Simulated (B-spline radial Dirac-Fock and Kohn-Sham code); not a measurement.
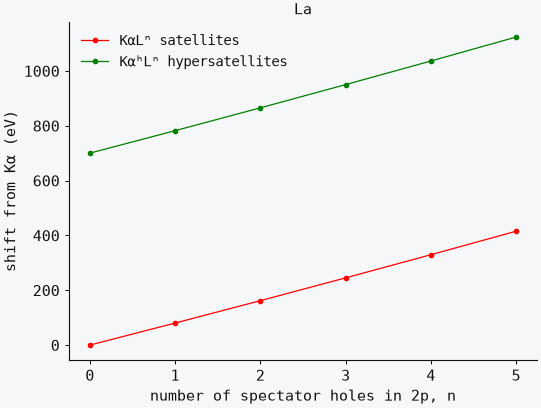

Shifts of Kα satellites and hypersatellites with the number of spectator holes in 2p, counted from the Kα line without spectators. It refers to neutral La, configuration [Xe] 5d2 6s1, which is not the ground configuration. Computed with a B-spline radial atomic code: Dirac–Fock ΔSCF (average of configuration, Fermi nucleus, Breit and QED terms, no correlation).

Question: How far above Kα is the hypersatellite?

Answer: 700 eV as an average over the ¹P and ³P final terms; Kα itself is at 33.303 keV.

Question: What is the shift of the ordinary satellite (one 1s hole) with 5 spectator holes?

Answer: 415 eV.
